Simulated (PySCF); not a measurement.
**C₇H₁₅OPS: density, localisation and related maps**

```yaml
atoms:
  - { symbol: C, position_ang: [-3.2426, -1.5060, 0.6425] }
  - { symbol: C, position_ang: [-1.9397, -1.7941, 0.6422] }
  - { symbol: C, position_ang: [-0.9784, -1.4192, -0.4365] }
  - { symbol: P, position_ang: [0.3395, -0.3294, 0.2345] }
  - { symbol: O, position_ang: [1.0854, -0.9727, 1.3691] }
  - { symbol: C, position_ang: [-0.4639, 1.2327, 0.7028] }
  - { symbol: C, position_ang: [-1.2208, 1.9734, -0.3873] }
  - { symbol: C, position_ang: [1.3973, 0.0493, -1.2147] }
  - { symbol: S, position_ang: [2.6428, 1.3119, -0.8479] }
  - { symbol: C, position_ang: [3.7496, 0.3641, 0.2258] }
  - { symbol: H, position_ang: [-3.7152, -0.9809, -0.1943] }
  - { symbol: H, position_ang: [-3.8866, -1.7931, 1.4774] }
  - { symbol: H, position_ang: [-1.4960, -2.3130, 1.4997] }
  - { symbol: H, position_ang: [-1.4794, -0.9433, -1.2944] }
  - { symbol: H, position_ang: [-0.4401, -2.3107, -0.8040] }
  - { symbol: H, position_ang: [0.3532, 1.8468, 1.1145] }
  - { symbol: H, position_ang: [-1.1195, 0.9647, 1.5476] }
  - { symbol: H, position_ang: [-1.6798, 2.8890, 0.0144] }
  - { symbol: H, position_ang: [-2.0321, 1.3639, -0.8140] }
  - { symbol: H, position_ang: [-0.5535, 2.2802, -1.2072] }
  - { symbol: H, position_ang: [0.7904, 0.4281, -2.0519] }
  - { symbol: H, position_ang: [1.8771, -0.8872, -1.5455] }
  - { symbol: H, position_ang: [4.4566, 1.0858, 0.6577] }
  - { symbol: H, position_ang: [4.3114, -0.3823, -0.3558] }
  - { symbol: H, position_ang: [3.1750, -0.1271, 1.0238] }
```

Geometry: PBE0-D3(BJ)/def2-SVP.

Level of theory: PBE0/pcSseg-1, SCF density, gas phase, non-relativistic (PySCF).

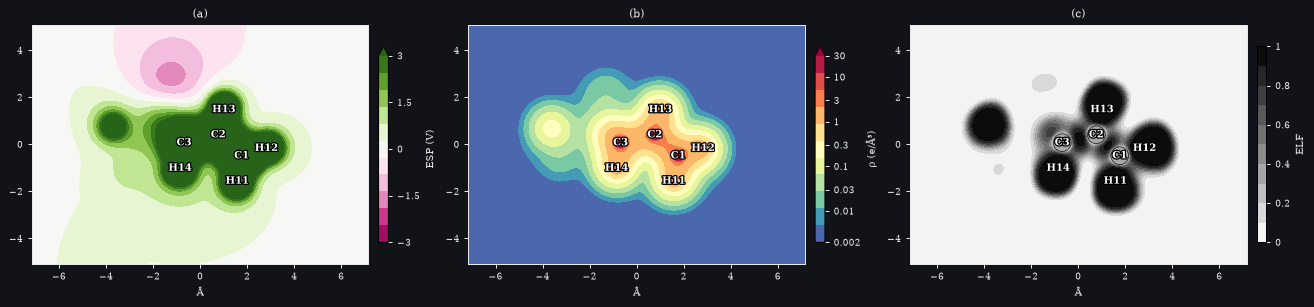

Figure 1. (a) molecular electrostatic potential; (b) total electron density; (c) electron localisation function on the plane of atoms C2, C1 and H11. Grey discs cover the atomic cores in the ELF map.

Question: Read the bonding off the picture.

Answer: The section cuts through C and H sites. C–C (1.33 Å): ρ is about 2.3 e/Å³ halfway; the ELF peaks at about 0.95 between the atoms; a multiple bond. C–H (1.09 Å): ρ is about 2 e/Å³ halfway; the ELF climbs to about 1 towards the hydrogen, as it does in any bond to H (an ordinary covalent bond to hydrogen). C–C (1.49 Å): ρ is about 1.7 e/Å³ halfway; the ELF peaks at about 0.95 between the atoms: localised, covalent bonding. Outside the dense part of the molecule the potential is most negative (−1.6 V) near O5, which lies off the plane.

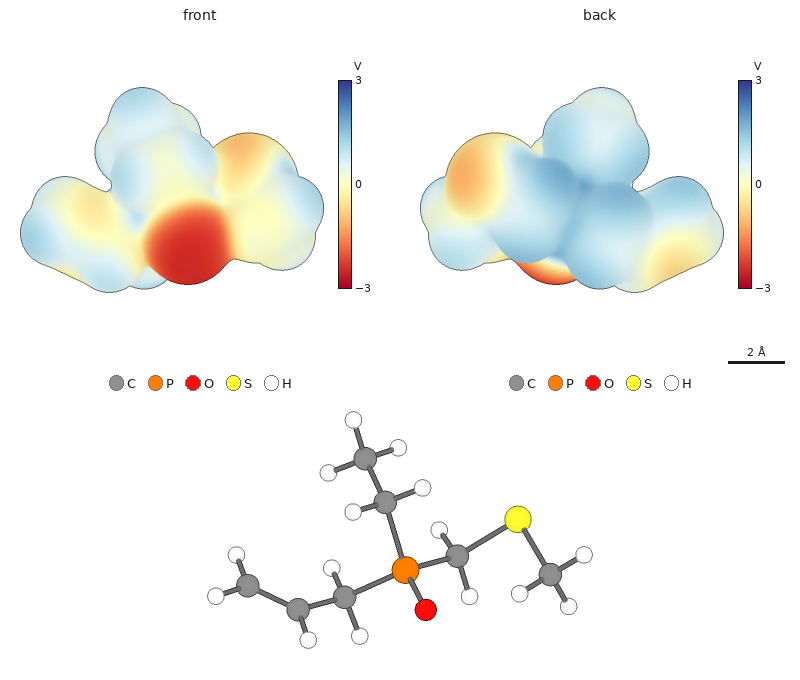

Figure 2. The molecular electrostatic potential painted on the density surface at 0.004 e/bohr³, seen from the front and from behind; the colour scale runs from red (negative) to blue (positive). The bare structure is drawn below in the same view.

Question: Describe the electrostatic potential map.

Answer: The most negative region (about −2.5 V) lies over O5, the most positive (about +1.7 V) over P4, C7, C8 and H21. O5 is the likeliest acceptor of a hydrogen bond.
